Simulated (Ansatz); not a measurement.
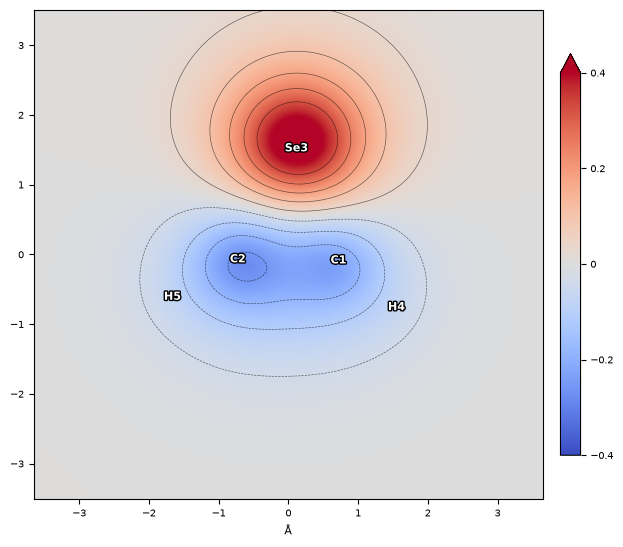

*C₂H₂Se (SMILES C1=C[Se]1). The HOMO on a plane 0.8 Å above the molecular plane (values in Å⁻³ᐟ²; the overall sign is arbitrary).*

The fields and orbitals are those of the mean-field reference, not of the correlated method.

These are results of CCSD_T, Gaussian basis in Ansatz, not measurements.

```yaml
atoms:
  - { symbol: C, position_ang: [-0.5101, -0.4330, -0.2931] }
  - { symbol: C, position_ang: [0.4485, 0.5218, 0.2123] }
  - { symbol: Se, position_ang: [0.6914, -1.2023, 0.6651] }
  - { symbol: H, position_ang: [-1.3922, -0.4990, -0.8892] }
  - { symbol: H, position_ang: [0.8123, 1.5388, 0.2636] }
```

What is the character of this orbital?

Answer. Its weight (Hirshfeld) is mainly on Se3 (about 65 %), C2 (about 20 %) and C1 (about 15 %); it changes sign across the molecular plane (π type); π-bonding across C1–C2; π-antibonding (a node) across C2–Se3. Its energy is −6.83 eV.
